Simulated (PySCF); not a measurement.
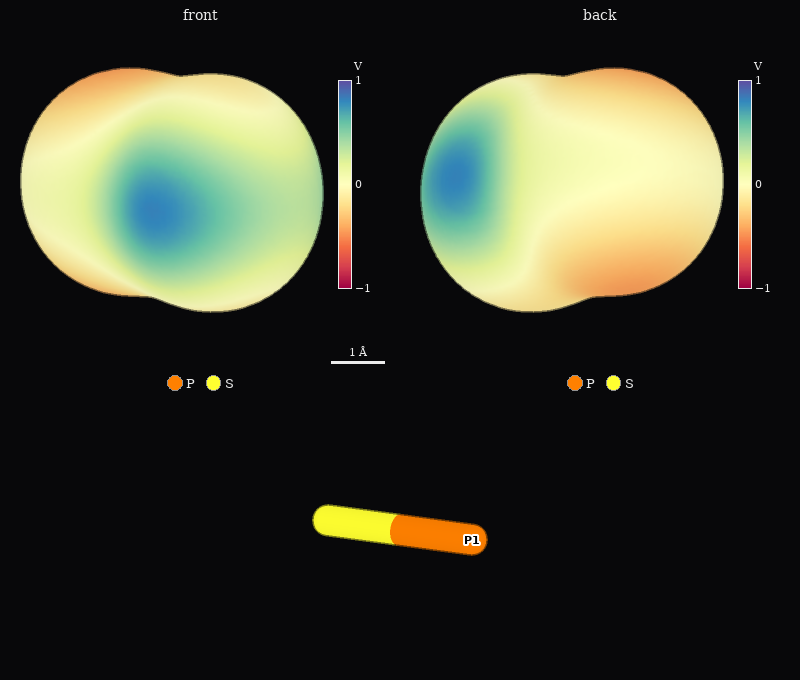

*PS (doublet). The electrostatic potential painted on the density surface at 0.001 e/bohr³, seen from the front and from behind; red is negative and blue positive. The bare structure is drawn below in the same view.*

Computed with PBE0/x2c-SVPall, spin-free X2C-1e, Gaussian nucleus, at a bond length of 1.911 Å (PySCF 2.14.0).

Describe the electrostatic potential map.

Answer. The most negative region (about −0.4 V, or −9 kcal/mol for a unit charge) lies over S2, the most positive (about +0.8 V, or +18 kcal/mol for a unit charge) over P1.
